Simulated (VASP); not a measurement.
Given:

```yaml
crystal:
  lattice:
    - [1.22705, -2.12531, 0.00000]
    - [1.22705, 2.12531, 0.00000]
    - [0.00000, 0.00000, 3.95823]
  atoms:
    - { symbol: Co, position: [0.33333, 0.66667, 0.25000], spin: 1.6 }
    - { symbol: Co, position: [0.66667, 0.33333, 0.75000], spin: 1.6 }
```

Computed with PBEsol GGA, VASP's PBE PAW potentials (set 64) (plane waves; VASP). Numerical set-up: 400 eV cut-off, 19×19×10 Γ-centred mesh, tetrahedra with Blöchl corrections, potentials Co.

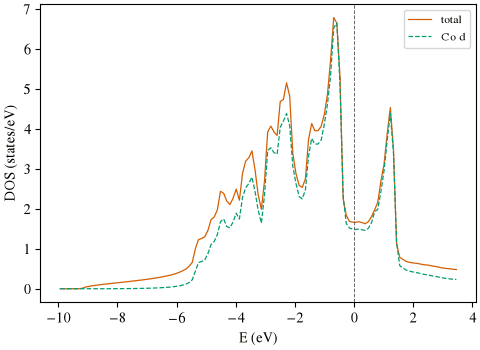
Total and projected density of states, zero at the Fermi level

Within 2 eV below the Fermi level the largest weight inside VASP's projection spheres is Co d.

It has no gap at this level: it comes out as a metal or semimetal.

The compound is Co in the hcp structure. It was relaxed first, which changed the volume by -7 %.
